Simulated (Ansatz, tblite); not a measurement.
# The cluster Cu2Se: spin-state energies by level, part 1 of 2

Is the singlet the ground state of the cluster Cu2Se? Other spin states are computed and compared level by level.

Program: Ansatz 0.2.0, Gaussian basis. Level of theory: as each input shows. These are calculated values, not measurements.

Plan: triplet, relaxed (GFN1-xTB, GFN2-xTB, PBE0-D4/def2-TZVP, PBE-D4/def2-TZVP, r2SCAN-D4/def2-TZVP, B97M-V/def2-TZVP, revPBE-D4/def2-TZVP, r2SCAN0-D4/def2-TZVP, HSE06-D4/def2-TZVP, BHLYP-D4/def2-TZVP, RPA/def2-TZVP); quintet, relaxed (GFN1-xTB, GFN2-xTB, PBE0-D4/def2-TZVP, PBE-D4/def2-TZVP, r2SCAN-D4/def2-TZVP, B97M-V/def2-TZVP, revPBE-D4/def2-TZVP, r2SCAN0-D4/def2-TZVP, HSE06-D4/def2-TZVP, BHLYP-D4/def2-TZVP, RPA/def2-TZVP); broken-symmetry singlet, at the geometry of the singlet (PBE0-D4/def2-TZVP, PBE-D4/def2-TZVP, r2SCAN-D4/def2-TZVP); the singlet's energies come from earlier runs.

### Step 1. The structure

The geometry is that of the singlet, from an earlier relaxation (PBE0-D4/def2-TZVP). At that level it is the lowest of the isomers that a small search found.

3 atoms, charge 0, spin multiplicity 1.

Atoms are counted from 1 here; the program's logs count them from 0.

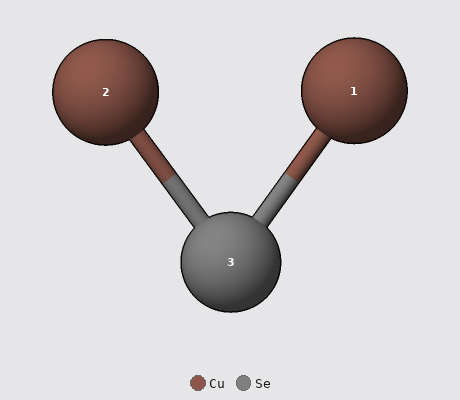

The geometry (copper brown, selenium grey); atoms are numbered from 1 in the order of the file.

No spin-orbit coupling is included.

### Step 2. Relaxing the triplet

Contents of in.yaml:

```yaml
crystal:
  periodic: [false, false, false]
  atoms:
    - {symbol: Cu, position_ang: [0.798363, -0.582256, -1.048132]}
    - {symbol: Cu, position_ang: [-0.626330, 1.293448, 0.098456]}
    - {symbol: Se, position_ang: [-0.172033, -0.711193, 0.949676]}
basis:
  gaussian: {orbitals: def2-TZVP}
magnetization: {spin_polarized: true, initial_magnetization: 2}
hamiltonian: {xc: pbe0, dispersion: d4}
scf: {lower_state_search: "off"}
output: {orbitals: {seedname: orbitals}}
relax: {f_tol: 0.02, max_steps: 100}
```

Launch:

```sh
$ ansatz run in.yaml --threads 4 --pin off --events-out ev --progress --plain --max-ram 3916MiB
```

The log of the run, shortened:

```text
Functional definition: PBE0
  name "PBE0"
  cite "Adamo & Barone, J. Chem. Phys. 110, 6158 (1999) doi:10.1063/1.478522"
  cite "Perdew, Burke & Ernzerhof, Phys. Rev. Lett. 77, 3865 (1996) doi:10.1103/PhysRevLett.77.3865"
  parent pbe
[...]
1314 factors; integrals over basis functions are off by at most 2.2e-4 eV
[...]
mean field -154610.49118770 eV, -5681.8307523932 hartree, gradient 4.8e-6 eV, S^2 2.011305; 0 other end points of the search recorded, 0 dependent functions left out
[...]
reference -154610.49121978 eV, -5681.8307535721 hartree; 47, 45 occupied and 91, 93 virtual orbitals, 1314 factors
[...]
relax step   5: F+E_penalty+E_count = -154610.72781885 eV  Δ(F+E_penalty+E_count) = -9.165e-4 eV  max|allowed force component| = 1.580e-2 eV/Å  Δτ_max = 0.0119 Å  (34 SCF iters, accepted)
Total energy: -154610.72785122 eV, -5681.8394496171 hartree
Atom 0 at     0.750507    -0.461984    -1.059161 Å, force    -0.009088     0.004547     0.013731 eV/Å
Atom 1 at    -0.557462     1.260046    -0.006513 Å, force     0.006366    -0.015799     0.001294 eV/Å
Atom 2 at    -0.193046    -0.798062     1.065674 Å, force     0.002722     0.011252    -0.015025 eV/Å
Dipole moment:     0.037645     0.155625    -0.207811 e Å
Checks for a lower state left out: stability, starts, cluster_reference, orbital_swaps, neighbouring_geometries, increment
```

Run time: 29 s. Hardware: 4 threads of AMD EPYC 7R43, shared host.

Relaxation path: (the energy doesn't fall at every step)

```tsv
step	energy from step 1 (eV)	largest force component (eV/Å)
1	0.0000	1.0881
2	-0.0913	0.5994
3	0.0024	1.1662
4	-0.1492	0.0640
5	-0.1501	0.0158
```

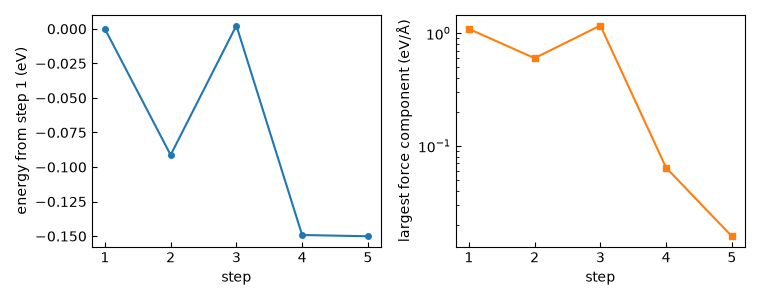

Energy and largest force along the relaxation.

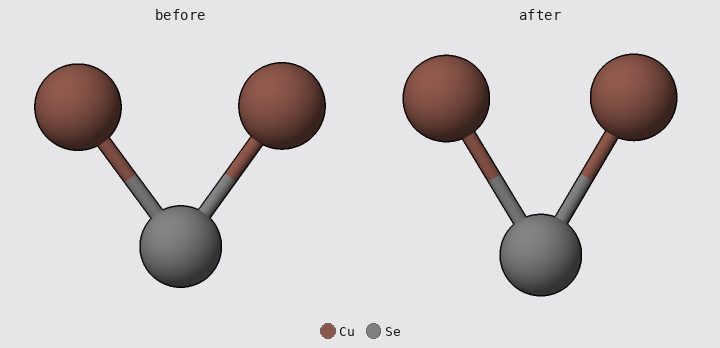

Before and after, at one scale.

Close pairs (by a distance rule), those that changed most:

```tsv
bond	before (Å)	after (Å)	change (Å)
Cu1–Cu2	2.620	2.405	-0.215
Cu2–Se3	2.225	2.349	+0.124
Cu1–Se3	2.225	2.349	+0.124
```

### Step 3. Triplet, first pass, PBE0-D4/def2-SVP

start.molden holds the orbitals of an earlier run on this state, given as this run's starting guess.

Contents of in.yaml:

```yaml
crystal:
  periodic: [false, false, false]
  atoms:
    - {symbol: Cu, position_ang: [0.750507, -0.461984, -1.059161]}
    - {symbol: Cu, position_ang: [-0.557462, 1.260046, -0.006513]}
    - {symbol: Se, position_ang: [-0.193046, -0.798062, 1.065674]}
basis:
  gaussian: {orbitals: def2-SVP, initial_orbitals: start.molden}
magnetization: {spin_polarized: true, initial_magnetization: 2}
hamiltonian: {xc: pbe0, dispersion: d4}
output: {orbitals: {seedname: orbitals}}
```

The command is unchanged.

The log of the run, shortened:

```text
Functional definition: PBE0
  name "PBE0"
  cite "Adamo & Barone, J. Chem. Phys. 110, 6158 (1999) doi:10.1063/1.478522"
  cite "Perdew, Burke & Ernzerhof, Phys. Rev. Lett. 77, 3865 (1996) doi:10.1103/PhysRevLett.77.3865"
  parent pbe
[...]
999 factors; integrals over basis functions are off by at most 1.1e-3 eV
[...]
mean field -154589.33353693 eV, -5681.0532230683 hartree, gradient 2.5e-6 eV, S^2 2.012767; 5 other end points of the search recorded, 0 dependent functions left out
reference -154589.33357262 eV, -5681.0532243800 hartree; 47, 45 occupied and 47, 49 virtual orbitals, 999 factors
Total energy: -154589.42007174 eV, -5681.0564031640 hartree
```

Wall time 8 s (4 threads of AMD EPYC 7R43, shared host).

From the report: HOMO -4.25 eV, LUMO -3.80 eV (over both spins); ⟨S²⟩ 2.013 (pure: 2.00).

### Step 4. Triplet, GFN1-xTB

Tight binding, by tblite at 300 K electronic temperature and without a spin-polarisation term:

```python
tblite.interface.Calculator('GFN1-xTB', numbers, positions, charge=0, uhf=2).singlepoint()
```

Energy -334.3696 eV; 0.006 s.

### Step 5. Triplet, GFN2-xTB

Tight binding, by tblite at 300 K electronic temperature and without a spin-polarisation term:

```python
tblite.interface.Calculator('GFN2-xTB', numbers, positions, charge=0, uhf=2).singlepoint()
```

Energy -295.9364 eV; 0.011 s.

### Step 6. Triplet, PBE0-D4/def2-TZVP

in.yaml, as its differences from that of step 3:

```diff
@@ -7,5 +7,6 @@
 basis:
-  gaussian: {orbitals: def2-SVP, initial_orbitals: start.molden}
+  gaussian: {orbitals: def2-TZVP, initial_orbitals: start.molden}
 magnetization: {spin_polarized: true, initial_magnetization: 2}
 hamiltonian: {xc: pbe0, dispersion: d4}
+scf: {omitted_lower_state_checks: [starts]}
 output: {orbitals: {seedname: orbitals}}
```

Launched as before.

The log of the run, shortened:

```text
Functional definition: PBE0
  name "PBE0"
  cite "Adamo & Barone, J. Chem. Phys. 110, 6158 (1999) doi:10.1063/1.478522"
  cite "Perdew, Burke & Ernzerhof, Phys. Rev. Lett. 77, 3865 (1996) doi:10.1103/PhysRevLett.77.3865"
  parent pbe
[...]
1270 factors; integrals over basis functions are off by at most 7.3e-4 eV
[...]
mean field -154610.64129830 eV, -5681.8362688559 hartree, gradient 2.5e-5 eV, S^2 2.014014; 0 other end points of the search recorded, 0 dependent functions left out
reference -154610.64133067 eV, -5681.8362700454 hartree; 47, 45 occupied and 91, 93 virtual orbitals, 1270 factors
Total energy: -154610.72782979 eV, -5681.8394488294 hartree
Checks for a lower state left out: starts
```

Run time: 8.5 s. Hardware: 4 threads of AMD EPYC 7R43, shared host.

HOMO -4.56 eV, LUMO -4.12 eV (over both spins); ⟨S²⟩ 2.014 (pure: 2.00).

### Step 7. Triplet, PBE-D4/def2-TZVP

in.yaml, as its differences from that of step 6:

```diff
@@ -9,3 +9,3 @@
 magnetization: {spin_polarized: true, initial_magnetization: 2}
-hamiltonian: {xc: pbe0, dispersion: d4}
+hamiltonian: {xc: pbe, dispersion: d4}
 scf: {omitted_lower_state_checks: [starts]}
```

The command is unchanged.

The log of the run, shortened:

```text
Functional definition: PBE
  name "PBE"
  cite "Perdew, Burke & Ernzerhof, Phys. Rev. Lett. 77, 3865 (1996) doi:10.1103/PhysRevLett.77.3865"
  parent pbe
[...]
1293 factors; their error is unknown
[...]
mean field -154609.13128361 eV, -5681.7807768395 hartree, gradient 1.0e-5 eV, S^2 2.006431; 0 other end points of the search recorded, 0 dependent functions left out
reference -154609.13132623 eV, -5681.7807784057 hartree; 47, 45 occupied and 91, 93 virtual orbitals, 1293 factors
Total energy: -154609.23430487 eV, -5681.7845628011 hartree
Checks for a lower state left out: starts
```

Wall time 4.5 s (4 threads of AMD EPYC 7R43, shared host).

Report: HOMO -4.07 eV, LUMO -5.14 eV (over both spins; with the spin held, an empty level of the minority spin lies below the top filled one); ⟨S²⟩ 2.006 (pure: 2.00).

### Step 8. Triplet, r2SCAN-D4/def2-TZVP

in.yaml, as its differences from that of step 7:

```diff
@@ -9,3 +9,3 @@
 magnetization: {spin_polarized: true, initial_magnetization: 2}
-hamiltonian: {xc: pbe, dispersion: d4}
+hamiltonian: {xc: r2scan, dispersion: d4}
 scf: {omitted_lower_state_checks: [starts]}
```

Launched as before.

The log of the run, shortened:

```text
Functional definition: r2SCAN
  name "r2SCAN"
  cite "Furness, Kaplan, Ning, Perdew & Sun, J. Phys. Chem. Lett. 11, 8208 (2020) doi:10.1021/acs.jpclett.0c02405"
  cite "Furness, Kaplan, Ning, Perdew & Sun, J. Phys. Chem. Lett. 11, 9248 (2020) doi:10.1021/acs.jpclett.0c03077"
  parent r2scan
[...]
1293 factors; their error is unknown
[...]
mean field -154630.90575609 eV, -5682.5809739438 hartree, gradient 5.1e-6 eV, S^2 2.016627; 0 other end points of the search recorded, 0 dependent functions left out
reference -154630.90577726 eV, -5682.5809747218 hartree; 47, 45 occupied and 91, 93 virtual orbitals, 1293 factors
Total energy: -154630.92378360 eV, -5682.5816364428 hartree
Checks for a lower state left out: starts
```

Wall time 9 s (4 threads of AMD EPYC 7R43, shared host).

HOMO -4.23 eV, LUMO -4.88 eV (over both spins; with the spin held, an empty level of the minority spin lies below the top filled one); ⟨S²⟩ 2.017 (pure: 2.00).

### Step 9. Triplet, B97M-V/def2-TZVP

in.yaml, as its differences from that of step 8:

```diff
@@ -9,3 +9,3 @@
 magnetization: {spin_polarized: true, initial_magnetization: 2}
-hamiltonian: {xc: r2scan, dispersion: d4}
+hamiltonian: {xc: {name: B97M-V}}
 scf: {omitted_lower_state_checks: [starts]}
```

Same command.

The log of the run, shortened:

```text
Functional definition: B97M-V
  name "B97M-V"
  cite "Mardirossian & Head-Gordon, J. Chem. Phys. 142, 074111 (2015) doi:10.1063/1.4907719"
  cite "Becke, J. Chem. Phys. 107, 8554 (1997) doi:10.1063/1.475007"
  cite "Vydrov & Van Voorhis, J. Chem. Phys. 133, 244103 (2010) doi:10.1063/1.3521275"
  # Of w^i u^j: cxij and so on, Table III.
[...]
  gx(w, u) = cx00 + cx01*u + cx02*u^2 + (cx10 + cx11*u)*w
[...]
      + integral(e_c_pw_mod_opposite_spin*gos(b97_w_opposite, b97_u_opposite)) + vv10(b, c)
[...]
1293 factors; their error is unknown
[...]
mean field -154601.40066306 eV, -5681.4966817742 hartree, gradient 1.9e-5 eV, S^2 2.007954; 0 other end points of the search recorded, 0 dependent functions left out
reference -154601.40072354 eV, -5681.4966839970 hartree; 47, 45 occupied and 91, 93 virtual orbitals, 1293 factors
Total energy: -154601.40072354 eV, -5681.4966839970 hartree
Checks for a lower state left out: starts
```

It took 13 s on 4 threads of AMD EPYC 7R43, shared host.

From the report: HOMO -4.01 eV, LUMO -4.90 eV (over both spins; with the spin held, an empty level of the minority spin lies below the top filled one); ⟨S²⟩ 2.008 (pure: 2.00).

### Step 10. Triplet, revPBE-D4/def2-TZVP

in.yaml, as its differences from that of step 9:

```diff
@@ -9,3 +9,3 @@
 magnetization: {spin_polarized: true, initial_magnetization: 2}
-hamiltonian: {xc: {name: B97M-V}}
+hamiltonian: {xc: {name: revPBE}, dispersion: d4}
 scf: {omitted_lower_state_checks: [starts]}
```

Launched as before.

The log of the run, shortened:

```text
Functional definition: revPBE
  name "revPBE"
  cite "Zhang & Yang, Phys. Rev. Lett. 80, 890 (1998) doi:10.1103/PhysRevLett.80.890"
  cite "Perdew, Burke & Ernzerhof, Phys. Rev. Lett. 77, 3865 (1996) doi:10.1103/PhysRevLett.77.3865"
[...]
1293 factors; their error is unknown
[...]
mean field -154621.29404263 eV, -5682.2277499892 hartree, gradient 8.6e-6 eV, S^2 2.007907; 0 other end points of the search recorded, 0 dependent functions left out
reference -154621.29409534 eV, -5682.2277519265 hartree; 47, 45 occupied and 91, 93 virtual orbitals, 1293 factors
Total energy: -154621.50748298 eV, -5682.2355937775 hartree
Checks for a lower state left out: starts
```

Run time: 4.4 s. Hardware: 4 threads of AMD EPYC 7R43, shared host.

HOMO -4.00 eV, LUMO -5.02 eV (over both spins; with the spin held, an empty level of the minority spin lies below the top filled one); ⟨S²⟩ 2.008 (pure: 2.00).

### Step 11. Triplet, r2SCAN0-D4/def2-TZVP

in.yaml, as its differences from that of step 10:

```diff
@@ -9,3 +9,3 @@
 magnetization: {spin_polarized: true, initial_magnetization: 2}
-hamiltonian: {xc: {name: revPBE}, dispersion: d4}
+hamiltonian: {xc: {name: r2SCAN0}, dispersion: d4}
 scf: {omitted_lower_state_checks: [starts]}
```

The command is unchanged.

The log of the run, shortened:

```text
Functional definition: r2SCAN0
  name "r2SCAN0"
  cite "Bursch, Neugebauer, Ehlert & Grimme, J. Chem. Phys. 156, 134105 (2022) doi:10.1063/5.0086040"
  cite "Furness, Kaplan, Ning, Perdew & Sun, J. Phys. Chem. Lett. 11, 8208 (2020) doi:10.1021/acs.jpclett.0c02405"
  cite "Furness, Kaplan, Ning, Perdew & Sun, J. Phys. Chem. Lett. 11, 9248 (2020) doi:10.1021/acs.jpclett.0c03077"
  parent r2scan
[...]
1270 factors; integrals over basis functions are off by at most 7.3e-4 eV
[...]
mean field -154627.56310250 eV, -5682.4581336904 hartree, gradient 5.5e-6 eV, S^2 2.021879; 0 other end points of the search recorded, 0 dependent functions left out
reference -154627.56311885 eV, -5682.4581342910 hartree; 47, 45 occupied and 91, 93 virtual orbitals, 1270 factors
Total energy: -154627.58725837 eV, -5682.4590214022 hartree
Checks for a lower state left out: starts
```

Run time: 16 s. Hardware: 4 threads of AMD EPYC 7R43, shared host; peak memory 0.59 GiB.

Report: HOMO -4.71 eV, LUMO -3.90 eV (over both spins); ⟨S²⟩ 2.022 (pure: 2.00).

### Step 12. Triplet, HSE06-D4/def2-TZVP

in.yaml, as its differences from that of step 11:

```diff
@@ -9,3 +9,3 @@
 magnetization: {spin_polarized: true, initial_magnetization: 2}
-hamiltonian: {xc: {name: r2SCAN0}, dispersion: d4}
+hamiltonian: {xc: hse06, dispersion: d4}
 scf: {omitted_lower_state_checks: [starts]}
```

Same command.

The log of the run, shortened:

```text
Functional definition: HSE06
  name "HSE06"
  cite "Heyd, Scuseria & Ernzerhof, J. Chem. Phys. 118, 8207 (2003) doi:10.1063/1.1564060"
  cite "Krukau, Vydrov, Izmaylov & Scuseria, J. Chem. Phys. 125, 224106 (2006) doi:10.1063/1.2404663"
  cite "Heyd & Scuseria, J. Chem. Phys. 120, 7274 (2004) doi:10.1063/1.1668634"
  cite "Ernzerhof & Perdew, J. Chem. Phys. 109, 3313 (1998) doi:10.1063/1.476928"
[...]
1270 factors; integrals over basis functions are off by at most 7.3e-4 eV
55 factors; integrals over basis functions are off by at most 6.7e-6 eV
[...]
mean field -154610.58759157 eV, -5681.8342951701 hartree, gradient 7.0e-6 eV, S^2 2.013612; 0 other end points of the search recorded, 0 dependent functions left out
reference -154610.58763460 eV, -5681.8342967513 hartree; 47, 45 occupied and 91, 93 virtual orbitals, 1270 factors
Total energy: -154610.67136973 eV, -5681.8373739604 hartree
Checks for a lower state left out: starts
```

It took 8.5 s on 4 threads of AMD EPYC 7R43, shared host.

From the report: HOMO -4.19 eV, LUMO -4.50 eV (over both spins; with the spin held, an empty level of the minority spin lies below the top filled one); ⟨S²⟩ 2.014 (pure: 2.00).

### Step 13. Triplet, BHLYP-D4/def2-TZVP

in.yaml, as its differences from that of step 12:

```diff
@@ -9,3 +9,3 @@
 magnetization: {spin_polarized: true, initial_magnetization: 2}
-hamiltonian: {xc: hse06, dispersion: d4}
+hamiltonian: {xc: {name: BHLYP}, dispersion: d4}
 scf: {omitted_lower_state_checks: [starts]}
```

Launched as before.

The log of the run, shortened:

```text
Functional definition: BHLYP
  name "BHLYP"
  cite "Becke, J. Chem. Phys. 98, 1372 (1993) doi:10.1063/1.464304"
  cite "Becke, Phys. Rev. A 38, 3098 (1988) doi:10.1103/PhysRevA.38.3098"
  cite "Lee, Yang & Parr, Phys. Rev. B 37, 785 (1988) doi:10.1103/PhysRevB.37.785"
[...]
1270 factors; integrals over basis functions are off by at most 7.3e-4 eV
[...]
mean field -154627.81395298 eV, -5682.4673522754 hartree, gradient 2.2e-5 eV, S^2 2.014187; 0 other end points of the search recorded, 0 dependent functions left out
reference -154627.81408814 eV, -5682.4673572423 hartree; 47, 45 occupied and 91, 93 virtual orbitals, 1270 factors
Total energy: -154628.00382429 eV, -5682.4743299174 hartree
Checks for a lower state left out: starts
```

Run time: 10 s. Hardware: 4 threads of AMD EPYC 7R43, shared host.

Report: HOMO -4.95 eV, LUMO -3.07 eV (over both spins); ⟨S²⟩ 2.014 (pure: 2.00).

### Step 14. Triplet, RPA/def2-TZVP

in.yaml, as its differences from that of step 13:

```diff
@@ -9,4 +9,4 @@
 magnetization: {spin_polarized: true, initial_magnetization: 2}
-hamiltonian: {xc: {name: BHLYP}, dispersion: d4}
+hamiltonian: {xc: pbe}
+correlation: {method: rpa, frozen_orbitals: {Cu: 9, Se: 9}}
 scf: {omitted_lower_state_checks: [starts]}
-output: {orbitals: {seedname: orbitals}}
```

Launched as before.

The log of the run, shortened:

```text
Functional definition: PBE
  name "PBE"
  cite "Perdew, Burke & Ernzerhof, Phys. Rev. Lett. 77, 3865 (1996) doi:10.1103/PhysRevLett.77.3865"
  parent pbe
[...]
1270 factors; integrals over basis functions are off by at most 7.3e-4 eV
[...]
mean field -154609.13127248 eV, -5681.7807764306 hartree, gradient 1.1e-6 eV, S^2 2.006431; 0 other end points of the search recorded, 0 dependent functions left out
27 core orbitals not correlated: weight in the atoms' cores, before any rotation towards them, 1.000 or more for the frozen orbitals, at most 0.000 for the correlated occupied ones
reference -154494.77425037 eV, -5677.5782333821 hartree; 20, 18 occupied and 91, 93 virtual orbitals, 1270 factors
Total energy: -154534.71939845 eV, -5679.0461904981 hartree
Checks for a lower state left out: starts
```

Run time: 6.5 s. Hardware: 4 threads of AMD EPYC 7R43, shared host.

From the report: ⟨S²⟩ 2.006 (pure: 2.00).

### Step 15. Fields of the triplet

Orbitals, density, ELF and potential are computed afterwards from the orbital file.

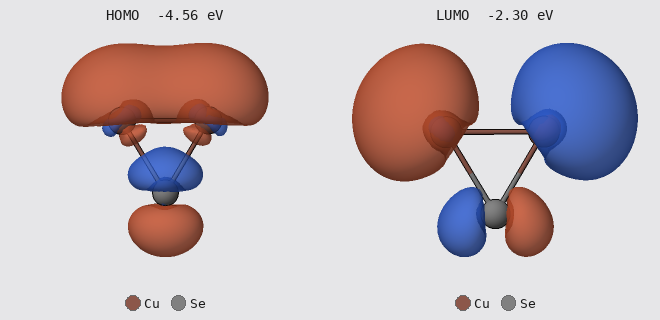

Frontier orbitals at PBE0-D4/def2-TZVP (alpha spin); each surface holds 70 % of the orbital's density, blue and red mark the sign.

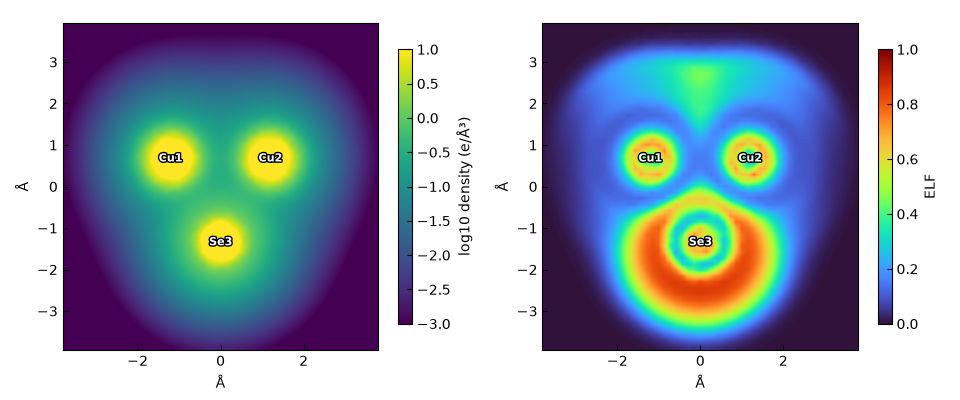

Density (left) and ELF (right) in a plane through or near 3 of the atoms.

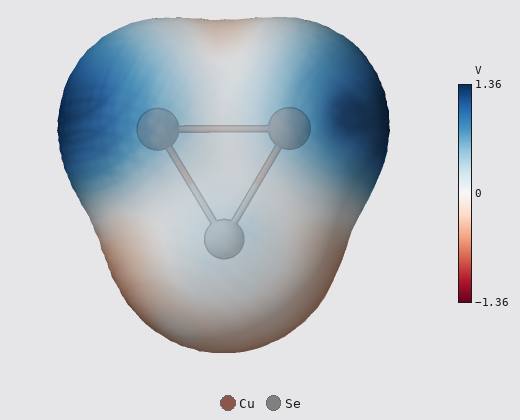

The potential that a unit positive charge feels on the 0.002 e/bohr³ surface, from -0.48 V near Se3 to 1.36 V near Cu2.

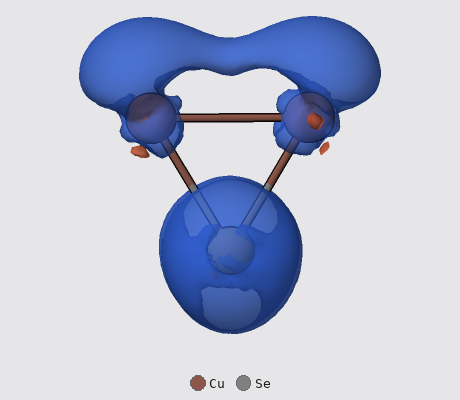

Spin density at ±0.03 e/Å³ (alpha excess blue, beta excess red).

### Step 16. Triplet less singlet

The singlet's energies are those of its earlier runs, whose logs aren't repeated here.

```tsv
level	triplet less singlet (eV)	time
GFN1-xTB	+2.222	0.009 s
GFN2-xTB	+2.239	0.015 s
PBE-D4/def2-TZVP	+1.197	7.7 s
revPBE-D4/def2-TZVP	+1.169	5.7 s
r2SCAN-D4/def2-TZVP	+1.183	12 s
B97M-V/def2-TZVP	+1.169	18 s
PBE0-D4/def2-TZVP	+1.374	11 s
r2SCAN0-D4/def2-TZVP	+1.320	20 s
HSE06-D4/def2-TZVP	+1.374	11 s
BHLYP-D4/def2-TZVP	+1.368	13 s
RPA/def2-TZVP	+1.254	9.4 s
```

Times add the two runs; a level without a time comes out of a correlated run. Tight binding without a spin term can't rank spin states.

### Step 17. Relaxing the quintet

Contents of in.yaml:

```yaml
crystal:
  periodic: [false, false, false]
  atoms:
    - {symbol: Cu, position_ang: [0.798363, -0.582256, -1.048132]}
    - {symbol: Cu, position_ang: [-0.626330, 1.293448, 0.098456]}
    - {symbol: Se, position_ang: [-0.172033, -0.711193, 0.949676]}
basis:
  gaussian: {orbitals: def2-TZVP}
magnetization: {spin_polarized: true, initial_magnetization: 4}
hamiltonian: {xc: pbe0, dispersion: d4}
scf: {lower_state_search: "off"}
output: {orbitals: {seedname: orbitals}}
relax: {f_tol: 0.02, max_steps: 100}
```

Same command.

The log of the run, shortened:

```text
Functional definition: PBE0
  name "PBE0"
  cite "Adamo & Barone, J. Chem. Phys. 110, 6158 (1999) doi:10.1063/1.478522"
  cite "Perdew, Burke & Ernzerhof, Phys. Rev. Lett. 77, 3865 (1996) doi:10.1103/PhysRevLett.77.3865"
  parent pbe
[...]
1314 factors; integrals over basis functions are off by at most 2.2e-4 eV
[...]
Total energy: -154608.11729502 eV, -5681.7435134461 hartree
Atom 0 at     0.772210    -0.469977    -1.094432 Å, force    -0.000122     0.001198    -0.000799 eV/Å
Atom 1 at    -0.571613     1.299257    -0.012929 Å, force     0.000503     0.000375    -0.001302 eV/Å
Atom 2 at    -0.200597    -0.829281     1.107362 Å, force    -0.000381    -0.001574     0.002102 eV/Å
Dipole moment:    -0.045460    -0.187932     0.250952 e Å
Checks for a lower state left out: stability, starts, cluster_reference, orbital_swaps, neighbouring_geometries, increment
```

It took 31 s on 4 threads of AMD EPYC 7R43, shared host.

The steps of the relaxation:

```tsv
step	energy from step 1 (eV)	largest force component (eV/Å)
1	0.0000	1.8321
2	-0.1853	0.9305
3	-0.2759	0.1751
4	-0.2801	0.0433
5	-0.2804	0.0021
```

Close pairs (by a distance rule), those that changed most:

```tsv
bond	before (Å)	after (Å)	change (Å)
Cu2–Se3	2.225	2.434	+0.209
Cu1–Se3	2.225	2.434	+0.209
Cu1–Cu2	2.620	2.471	-0.149
```

(Continued in part 2 of 2.)
